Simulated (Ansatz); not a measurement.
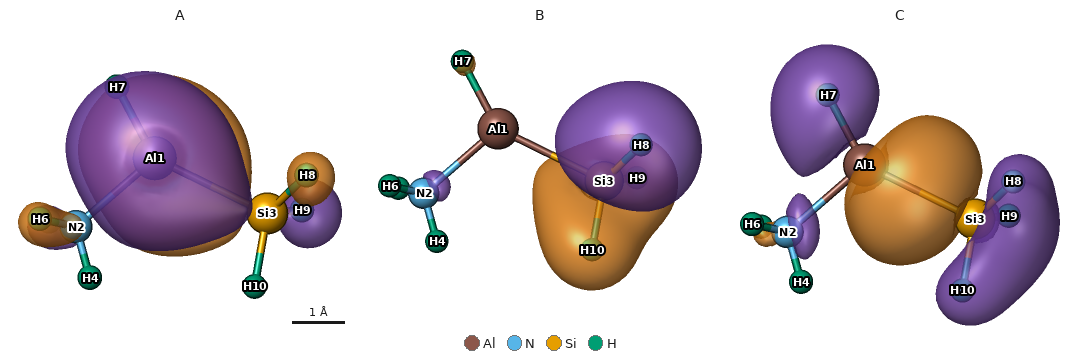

The picture shows: AlH$_{7}$NSi (SMILES [NH3+][AlH][SiH3]) (charge +1). Three frontier orbitals at ±0.08 Å⁻³ᐟ² (orange and purple are the two phases), in no order.

Geometry: PBE0-D3(BJ)/def2-SVP.

Theory: isolated molecule in a Gaussian basis; Kohn-Sham density functional theory, functional PBE0 (Ansatz).

```xyz
10

Al    1.6662    0.0068    1.3724
N     0.1183    0.9405    2.2932
Si    1.0324   -1.0492   -0.7382
H    -0.7835    0.8794    1.8073
H     0.3052    1.9420    2.4324
H    -0.0380    0.5711    3.2401
H     2.8659    0.2749    2.3532
H     1.6673   -2.3954   -0.7877
H     1.5228   -0.1630   -1.8331
H    -0.4574   -1.1409   -0.7552
```

**Which picture is the HOMO−1, the HOMO and the LUMO?**

B is the HOMO−1 (−13.94 eV). Its weight (Hirshfeld) is mainly on Si3 (about 45 %), H8 (about 35 %), H9 (about 10 %) and H10 (about 10 %). C is the HOMO (−12.39 eV). Its weight (Hirshfeld) is mainly on Si3 (about 40 %), Al1 (about 35 %) and H7 (about 15 %). A is the LUMO (−6.63 eV). By Hirshfeld shares it lies mainly on Al1 (about 70 %) and Si3 (about 15 %).

**What is the HOMO–LUMO gap?**

5.76 eV between the orbital energies.
